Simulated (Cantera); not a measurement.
A closed system holds: 1 mol Cr, a varied amount of H₂O, held at 2648.15 K and 1 atm.

These are equilibrium values from Cantera (NASA tables, ideal gas, pure condensed phases), not measurements of a reactor. Candidate condensed phases: Cr, Cr₂O₃, H₂O; 13 gas species. Each liquid is taken as pure. Mutual solubility and eutectic melting of coexisting phases are not modelled. Equilibrium is a limit: real reactors are often held back by kinetics, nucleation or transport.

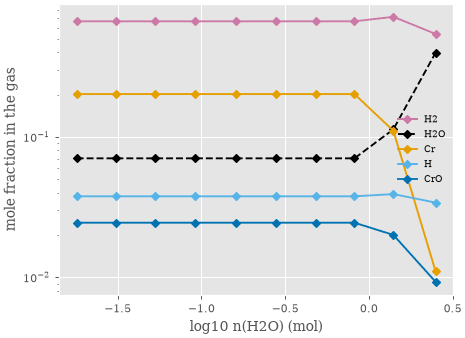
Equilibrium gas composition (values under 1e-9 drawn at 1e-9)

Read off the mole fractions at 0.092 mol H₂O.

H₂ about 0.66, Cr about 0.20, H₂O about 0.070, H about 0.038, CrO about 0.024.
